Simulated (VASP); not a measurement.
Band structure of Os (hcp). Method: RPBE GGA, VASP's PBE PAW potentials (set 64) (plane waves; VASP).

Unless said otherwise, spin-orbit coupling is left out, though it shifts the bands of the heavy elements here.

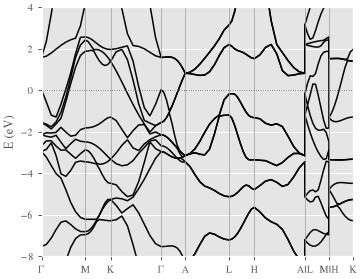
Figure. Bands along high-symmetry lines, zero at the valence-band maximum or, without a gap, the Fermi level

### Question
Read the plot: is there a gap, and where are the band edges?

### Answer
It has no gap at this level: it comes out as a metal or semimetal. (Edges off the drawn lines would not show.)

The compound is Os in the hcp structure. It was relaxed first.
